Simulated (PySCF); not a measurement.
# HS (SMILES [SH]): UBLYP/def2-TZVPPD

Aim: the energy change on altering one bond length of HS at UBLYP/def2-TZVPPD, from 2 runs. The job is set up through a Python script.

Program for the calculation: PySCF 2.14.0.

10 further runs of the same task are left out: 10 set aside as unsound or not needed.

## Step 1: The system as given

The species is HS (2 atoms), meant as a doublet with charge 0. SMILES: `[SH]`. The coordinates come from a PBE0-D4/def2-TZVP relaxation.

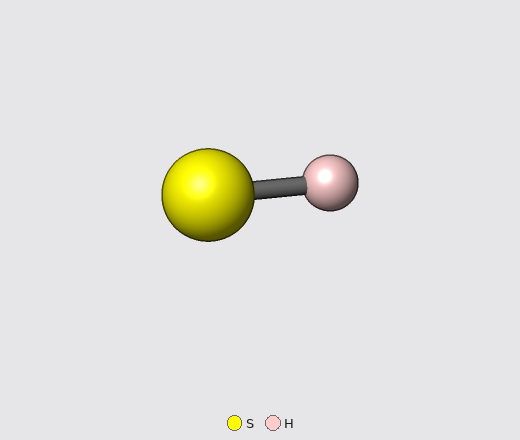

The structure, seen from a chosen angle (sulfur yellow, hydrogen pink).

## Step 2: A single-point energy at UBLYP/def2-TZVPPD

The input, input.xyz:

```xyz
2
HS
S      0.574560    -0.187810     0.295460
H     -0.574560     0.187810    -0.295460
```

The input, calc.py:

```python
from pyscf import gto, dft

mol = gto.M(
    atom='input.xyz',
    basis='def2-tzvppd',
    spin=1,
    max_memory=1860,
    verbose=3,
    charge=0,
)

ks = dft.UKS(mol)
ks.xc = 'blyp'
ks.conv_tol = 1e-10
ks.grids.level = 5
ks.kernel()
if not ks.converged:
    ks = ks.newton().run(ks.mo_coeff, ks.mo_occ)

e_tot = ks.e_tot
print('Final energy', e_tot)
```

Run with:

```
$ OMP_NUM_THREADS=1 python calc.py
```

Log:

```text
WARN: HOMO -0.261779616166326 >= LUMO -0.261779616166327

converged SCF energy = -398.754896214771  <S^2> = 0.75323984  2S+1 = 2.0032372
Final energy -398.7548962147712
```

Run time: 5.1 s. Hardware: 1 thread of Arm Neoverse V1, shared host; peak memory 0.32 GiB.

## Step 3: The distorted shape

The input, input.py:

```python
from pyscf import gto, dft

mol = gto.Mole()
mol.atom = 'S 1.493893 -0.488318 0.768215; H -0.574560 0.187810 -0.295460'
mol.max_memory = 1860
mol.spin = 1
mol.verbose = 3
mol.basis = 'def2-tzvppd'
mol.build()

mf = dft.UKS(mol, xc='blyp')
mf.conv_tol = 1e-10
mf.grids.level = 5
mf.kernel()
if not mf.converged:
    mf = mf.newton().run(mf.mo_coeff, mf.mo_occ)

e_final = mf.e_tot
print(f'total energy: {e_final:.8f} hartree')
```

Run with:

```
$ OMP_NUM_THREADS=1 python input.py
```

Log:

```text
WARN: HOMO -0.251056484296716 >= LUMO -0.251056484296718

SCF not converged.
SCF energy = -398.636428466572 after 50 cycles  <S^2> = 0.90054287  2S+1 = 2.1452672
converged SCF energy = -398.642364290073  <S^2> = 1.104903  2S+1 = 2.328006
total energy: -398.64236429 hartree
```

Wall time 39 s (1 thread of Arm Neoverse V1, shared host); peak memory 0.38 GiB.

## Step 4: Results

At UBLYP/def2-TZVPPD:

| quantity | value |
| --- | --- |
| first shape: total energy | -398.75490 Eh |
| first shape: dipole moment | 0.72 D |
| first shape: HOMO energy (highest over α and β) | -6.10 eV |
| first shape: LUMO energy (lowest over α and β) | -5.81 eV |
| first shape: ⟨S²⟩ | 0.753 |
| distorted shape: total energy | -398.64236 Eh |
| distorted shape: dipole moment | 0.57 D |
| distorted shape: HOMO energy (highest over α and β) | -5.98 eV |
| distorted shape: LUMO energy (lowest over α and β) | -5.67 eV |
| distorted shape: ⟨S²⟩ | 1.105 |
| energy change with the S1–H2 bond stretched from 1.346 to 2.422 Å | 3.062 eV |

In words: With the S1–H2 bond stretched from 1.346 to 2.422 Å the energy rises by 3.06 eV (71 kcal/mol). The first shape isn't relaxed at this level, so the change isn't measured from a minimum. ⟨S²⟩ (distorted shape) is 1.10 where a pure doublet has 0.75: the reference is spin-contaminated.
